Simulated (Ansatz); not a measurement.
Consider Ir$_{2}$Rh$_{3}$.

Input file:

```
crystal:
  lattice:
    - [2.7362186974, 2.89e-08, 0.0]
    - [-1.3681093737, 2.3696348878, 0.0]
    - [0.0, 0.0, 22.0459703]
  atoms:
    - { symbol: Ir, position: [0.3333333333, 0.6666666667, 0.949269] }
    - { symbol: Ir, position: [0.3333333333, 0.6666666667, 0.151453] }
    - { symbol: Ir, position: [0.6666666667, 0.3333333333, 0.848547] }
    - { symbol: Ir, position: [0.6666666667, 0.3333333333, 0.050731] }
    - { symbol: Rh, position: [0.3333333333, 0.6666666667, 0.748519] }
    - { symbol: Rh, position: [0.3333333333, 0.6666666667, 0.351303] }
    - { symbol: Rh, position: [0.3333333333, 0.6666666667, 0.549597] }
    - { symbol: Rh, position: [0.6666666667, 0.3333333333, 0.251481] }
    - { symbol: Rh, position: [0.6666666667, 0.3333333333, 0.450403] }
    - { symbol: Rh, position: [0.6666666667, 0.3333333333, 0.648697] }
basis:
  ecutwfc: 500
kpoints:
  mp_grid: { grid: [18, 18, 2] }
  band_path:
    path:
      - [[0.0, 0.0, 0.0], [0.5, 0.0, 0.0], [0.33333333, 0.33333333, 0.0], [0.0, 0.0, 0.0], [0.0, 0.0, 0.5], [0.5, 0.0, 0.5], [0.33333333, 0.33333333, 0.5], [0.0, 0.0, 0.5]]
      - [[0.5, 0.0, 0.5], [0.5, 0.0, 0.0]]
      - [[0.33333333, 0.33333333, 0.5], [0.33333333, 0.33333333, 0.0]]
    npoints: 14
hamiltonian:
  xc: r2scan
scf:
  occupations: { method: gaussian, width: 0.1 }
  n_extra_bands: 25
output:
  forces: true
  stress: true
  eigenvalues: true
  populations: true
  dos: { projected: true, de: 0.02, nscf_kmesh: { grid: [22, 22, 3] } }
  bader: true
  write_density: true
  write_potential: true
  elf: true
  volumetric_format: npy
```

Launched as:

```sh
ansatz run input.yaml --threads 4 --pin off --max-ram 8192MiB --backend cpu --events-out ev --progress --plain --runs-dir out
```

Below, planes, directions and counts refer to the conventional cell (a = 2.74 Å, b = 2.74 Å, c = 22.05 Å, α = 90.00°, β = 90.00°, γ = 120.00°).

Space group P-3m1; a structure generated by program, which may or may not match a known phase; computed pressure about −7 GPa in this cell; computed without spin polarisation.

These are results of Ansatz, DFT r2SCAN, scalar-relativistic, plane waves, PAW, not measurements.

**What will maps of the valence pseudo-density and electron localisation function show?**

Ir–Ir (2.74 Å): the density is about 0.43 e/Å³ at the midpoint; the ELF is about 0.35 at the midpoint: no localised pair shows between them.
Rh–Rh (2.74 Å): ρ is about 0.34 e/Å³ halfway; the ELF is about 0.25 at the midpoint: no shared electron pair shows on this line.
Bader's partition of the density gives Ir −0.02 and Rh +0.01 e.

**What Bader charges does the calculation give?**

Very little charge moves. Bader charges: Ir −0.02 and Rh +0.01 e.

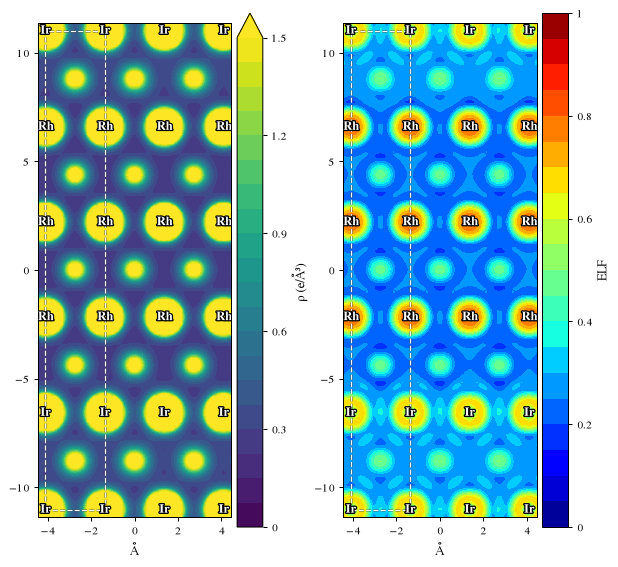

Computed valence pseudo-density and electron localisation function on the (010) plane of the conventional cell, in this order. Atoms just off the plane (Ir, 0.8 Å away and Rh, 0.8 Å away) can leave unmarked features too.

Core electrons are frozen (PAW), and the valence fields are smoothed inside the atomic spheres.
